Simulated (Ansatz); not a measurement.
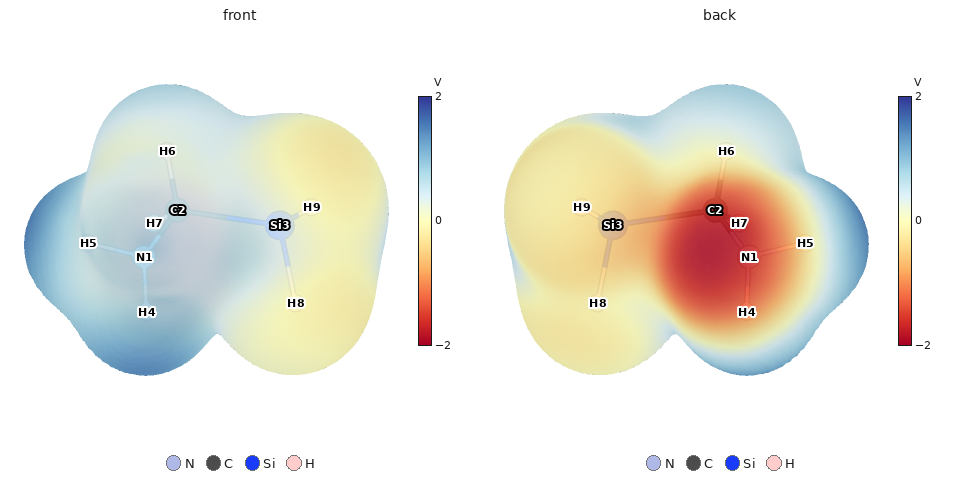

Figure. CH$_{6}$NSi (doublet). The electrostatic potential painted on the density surface at 0.002 e/bohr³, seen from the front and from behind; red is negative and blue positive.

Not at a stationary point (largest force 1.1 eV/Å).

These are results of SCF HSE06, Gaussian basis (Ansatz 0.2.0), not measurements.

```xyz
9

N    -1.0331    0.5063   -0.4205
C    -0.2502   -0.1945    0.5896
Si    1.5590   -0.1887    0.1127
H    -1.0553   -0.0843   -1.2838
H    -2.0185    0.5620   -0.0751
H    -0.3569    0.3202    1.5681
H    -0.6021   -1.2442    0.6913
H     1.7277   -0.8762   -1.1762
H     2.0293    1.1994   -0.0061
```

> Where is the surface potential most negative and most positive?

The most negative region (about −1.8 V) lies over N1, the most positive (about +1.4 V) over H4 and H5. N1 is the likeliest acceptor of a hydrogen bond.
